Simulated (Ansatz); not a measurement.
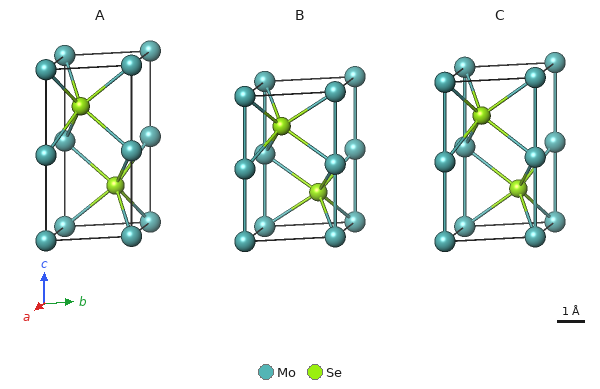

3 geometries from one relaxation of solid MoSe (built on the nickel arsenide type) (coarse preliminary run), in shuffled order. The picture is a ball-and-stick view of the cell of the calculation, seen slightly off an axis.

The calculation used Ansatz, DFT PBE, scalar-relativistic, plane waves, PAW. (plane-wave cutoff 420 eV; k-point mesh 6 × 6 × 4; occupations gaussian; smearing width 0.1 eV; collinear spin; cell and atoms relaxed; force threshold 0.05 eV/Å; at most 80 steps)

Q: Put them in the order of the run, from the start to the converged end.

A: B, C, A. They are steps 0, 2, 8, at +209 meV per atom, +52.1 meV per atom relative to the last. After 6 accepted moves (8 points after the start) the energy has fallen by 209 meV per atom. All forces vanish by symmetry, so only the cell relaxes. Pressure: 19.81 GPa at the start and 0.10 GPa at the end. At 2 points the geometry stayed and the basis and grid were re-selected for the new cell (energy shift of 1.8 meV per atom at most each time). The atoms keep their places relative to the cell (all moves are under 0.005 Å). The volume changes by +5.8 %, with a = b 3.631 → 3.440 Å (−5.2 %), c 5.628 → 6.635 Å (+17.9 %). Among the contacts that change: Mo–Mo 2.814 → 3.318 Å, Mo–Se 2.525 → 2.588 Å. Among the angles between lasting bonds that change: Mo–Se–Mo 67.7° → 79.7°, Se–Mo–Se 88.0° → 96.7°, Mo–Se–Mo 92.0° → 83.3°. The space group stays P6_3/mmc (No. 194). The program noted that the starting moments weren't kept.
